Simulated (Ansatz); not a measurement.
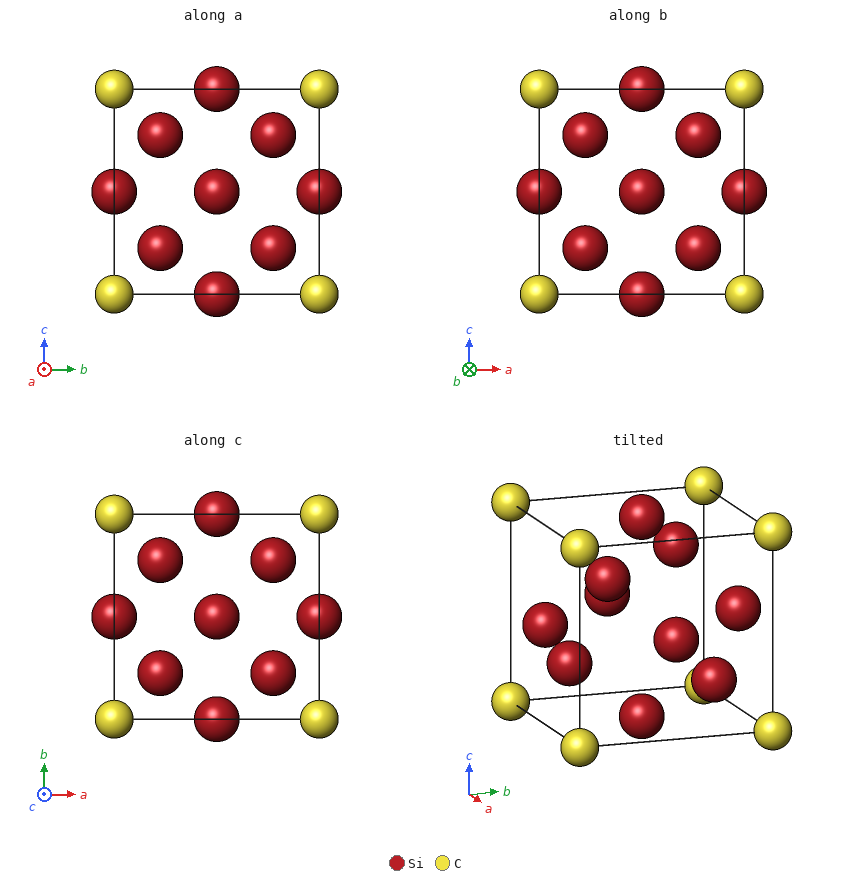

View along the a axis, along the b axis, along the c axis and slightly off an axis, drawn as a spheres-only model. The conventional unit cell is outlined; an atom on or near a face, edge or corner is repeated at each equivalent position.

Lattice parameters: a = 5.195 Å, b = 5.195 Å, c = 5.195 Å, α = 90.00°, β = 90.00°, γ = 90.00°.

> From the views, write a table of Wyckoff sites, with free fractional coordinates to two decimals.

Space group P-43m (No. 215).
```
atom  site     x     y     z
  Si    4e  0.22  0.22  0.22
  Si    3c  0.00  0.50  0.50
   C    1a  0.00  0.00  0.00
```

The initial geometry was a structure type filled with these elements by a generator (whether the compound takes this form wasn't checked). The geometry was optimised with DFT PBE, scalar-relativistic, plane waves, PAW in Ansatz.
